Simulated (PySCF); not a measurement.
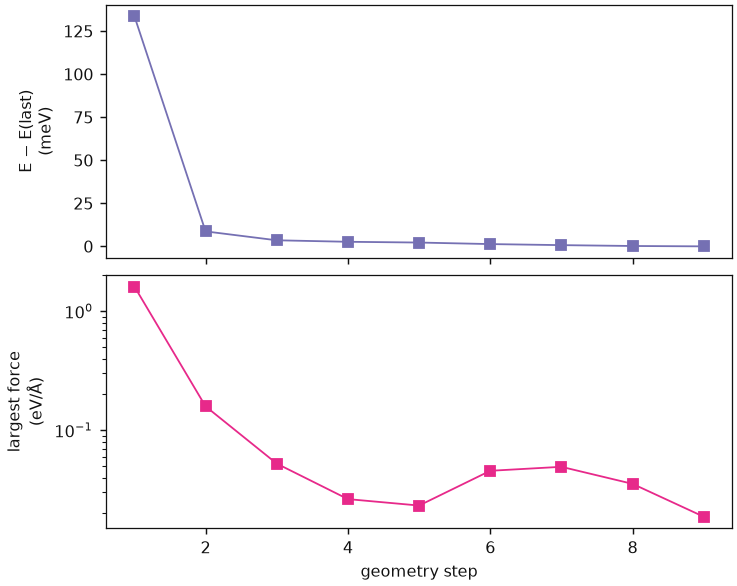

History of a geometry optimisation.

System: C5H14OSi (SMILES CCO[Si](C)(C)C).
Method: PBE0-D3(BJ)/def2-SVP, geometry optimisation (PySCF).

How did it end, and what did it gain?

The optimisation met its thresholds at geometry 9, counting the start as the first. The energy fell by about 130 meV from the first step to the last. The largest force goes from about 1.6 eV/Å at the start to 0.019 eV/Å at the end.

By which step was nine tenths of the energy gained?

By step 2 of 9.
